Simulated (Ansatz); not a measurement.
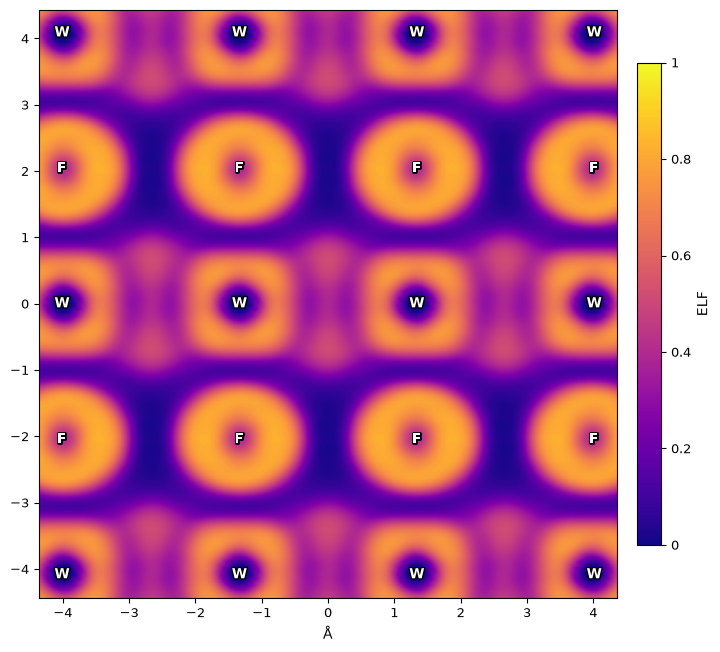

Figure. WF3. Electron localisation function on the (001) plane of the conventional cell.

Space group Immm; a generated structure, not necessarily the stable one; computed without spin polarisation.

The calculation used Ansatz 0.2.0, DFT PBE, scalar-relativistic, plane waves, PAW.

Core electrons are frozen (PAW), and the valence fields are smoothed inside the atomic spheres.

Question: Describe what can be read from this map.

Answer:
- The section cuts through W and F sites.
- W–W (2.67 Å): the ELF is about 0.40 at the midpoint.
- W–F (2.04 Å): the ELF peaks at about 0.80 in the valence shell of F, 0.6 Å from its nucleus, and drops to about 0.10 between the two atoms; no localised pair shows between them.
- The features right at W lie inside the PAW spheres, where the map follows smoothed inner orbitals and isn't to be read closely.
